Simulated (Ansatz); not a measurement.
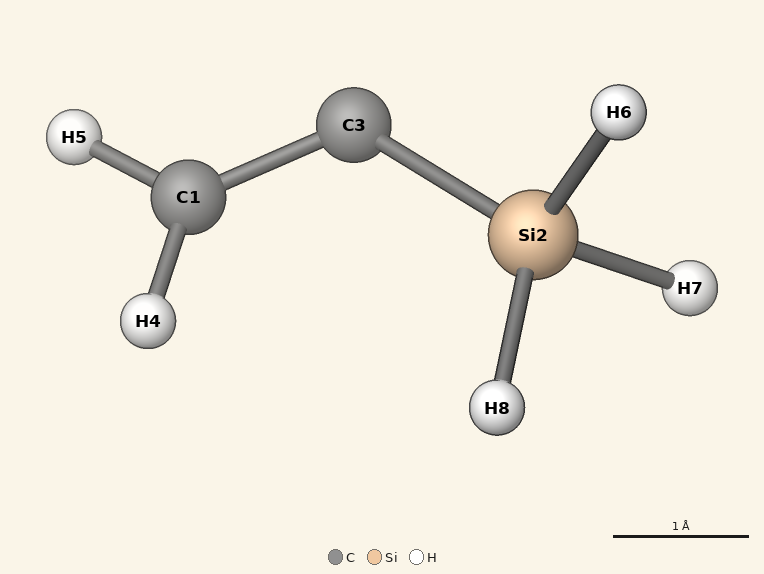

Atoms carry their numbers in the input. State: charge −1, singlet. The computed structure is the end point of a PBE0-D4/def2-TZVPD optimisation. No frequency run is at hand to confirm it as a minimum.

Q: Describe the coordination of atom 2.

A: Si2 has 4 neighbours (C3 at 1.82, H6 at 1.51, H7 at 1.51, H8 at 1.54 Å); the arrangement is tetrahedral.

Q: Describe the coordination of atom 3.

A: C3 has 2 neighbours (C1 at 1.34, Si2 at 1.82 Å); the arrangement is bent.

Q: How are the neighbours of atom 1 arranged?

A: C1 has 3 neighbours (C3 at 1.34, H4 at 1.11, H5 at 1.10 Å); the arrangement is trigonal planar.
